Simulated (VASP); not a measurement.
Input:

```yaml
crystal:
  lattice:
    - [0.00000, 2.79092, 2.79092]
    - [2.79092, 0.00000, 2.79092]
    - [2.79092, 2.79092, 0.00000]
  atoms:
    - { symbol: Na, position: [0.00000, 0.00000, 0.00000] }
    - { symbol: Cl, position: [0.50000, 0.50000, 0.50000] }
```

The numbers are results of r2SCAN meta-GGA, VASP's PBE PAW potentials (set 64) (plane waves; VASP), not measurements. Numerical set-up: 400 eV cut-off, 9×9×9 Γ-centred mesh, tetrahedra with Blöchl corrections, potentials Na_pv Cl.

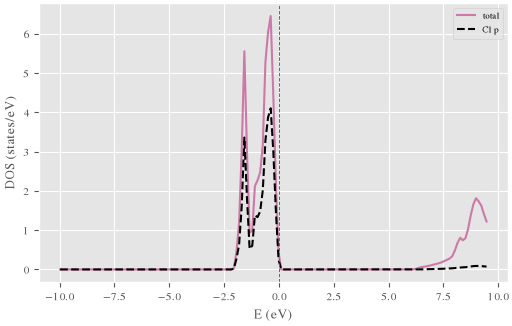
Figure: Total and projected density of states, zero at the valence-band maximum

Within 2 eV below the valence-band maximum the largest weight inside VASP's projection spheres is Cl p.

The gap is direct, 6.05 eV, from the valence maximum at Γ to the conduction minimum at Γ.

The compound is NaCl in the rock salt structure. It was relaxed first.
